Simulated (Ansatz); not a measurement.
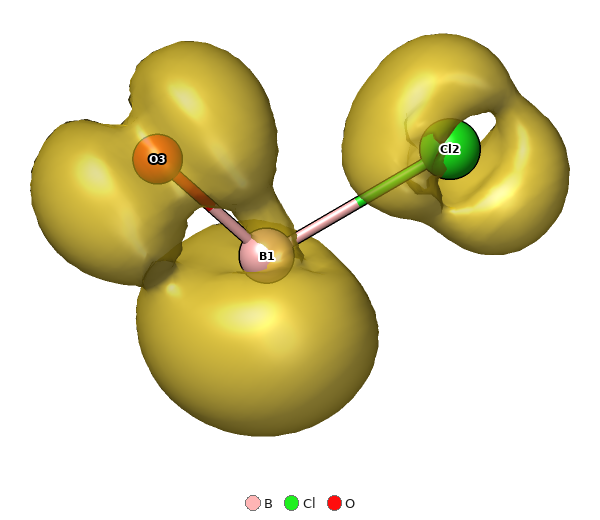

The picture shows: BClO (triplet). Isosurfaces of the spin density (α minus β) at +0.05 (yellow) and −0.05 e/Å³ (cyan), seen at a tilt.

Geometry: r2SCAN-D4/def2-TZVP.

Theory: Ansatz 0.2.0, isolated molecule in a Gaussian basis; Kohn-Sham density functional theory, functional PBE0.

> Which atoms carry the spin?

The unpaired spin (2 electrons) lies mostly on B1 (about 0.8), O3 (about 0.8) and Cl2 (about 0.3), in electrons by Hirshfeld's partition. Only one sign reaches the isovalue.
